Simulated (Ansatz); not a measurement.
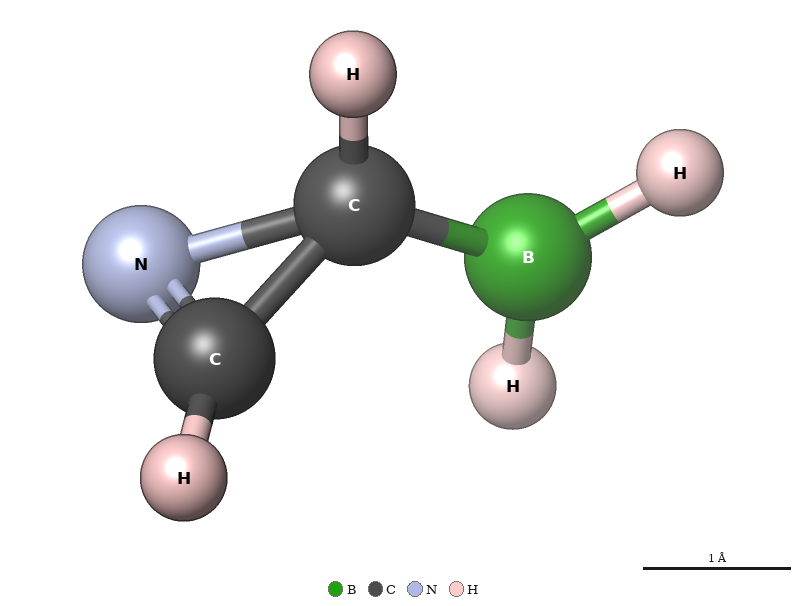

Atoms fade into the background with distance from the viewer. Computed geometry: PBE0-D4/def2-TZVP optimisation. Masses are those of the most abundant isotopes; constants are for the rigid equilibrium geometry.

Q: Classify the rotor and give the rotational constants (MHz).

A: An asymmetric top (C1): A = 23611, B = 6783, C = 6528 MHz. Ray's parameter κ is −0.97, close to the prolate limit.
